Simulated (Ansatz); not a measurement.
```yaml
atoms:
  - { symbol: Ga, position_ang: [-0.5177, -1.1201, -0.0680] }
  - { symbol: Br, position_ang: [1.8159, -1.1513, -0.5002] }
  - { symbol: H, position_ang: [-1.3735, -1.1668, -1.3756] }
  - { symbol: H, position_ang: [-0.8650, -1.5455, 1.3872] }
  - { symbol: H, position_ang: [1.3315, 0.9133, 0.4902] }
  - { symbol: O, position_ang: [0.6349, 1.5684, 0.7360] }
  - { symbol: O, position_ang: [-0.4961, 1.0224, 0.0934] }
  - { symbol: H, position_ang: [-0.5300, 1.4799, -0.7630] }
```

These are results of RKS PBE0-D4/def2-SVP (Ansatz 0.2.0), not measurements.

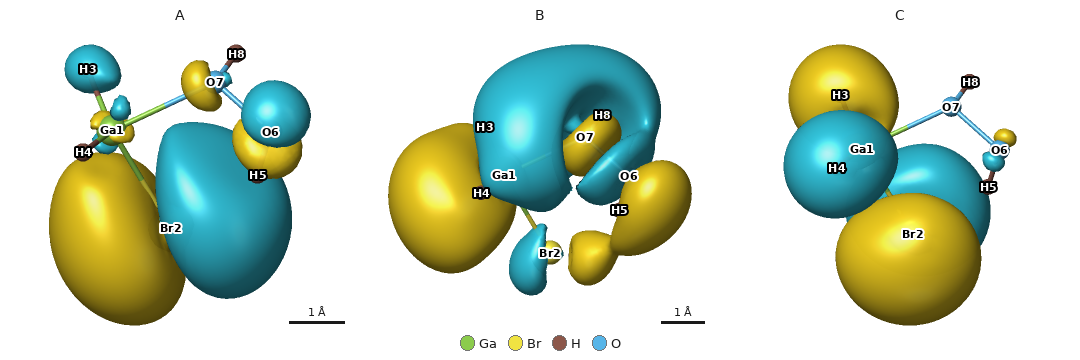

BrGaH4O2. Three frontier orbitals at ±0.06 Å⁻³ᐟ² (yellow and cyan are the two phases), in no order.

**Order the three orbitals by energy and name them.**

A is the HOMO−1 (−8.45 eV). Its weight (Hirshfeld) is mainly on Br2 (about 85 %); largely a lone pair of Br2. C is the HOMO (−7.86 eV). It lies mainly on Br2 (about 75 %), Ga1 (about 10 %), H4 (about 10 %) and H3 (about 5 %); largely a lone pair of Br2. B is the LUMO (−0.78 eV). By Hirshfeld shares it lies mainly on Ga1 (about 40 %), O6 (about 20 %), O7 (about 20 %) and H8 (about 10 %).

**What is the HOMO–LUMO gap?**

7.08 eV between the orbital energies.
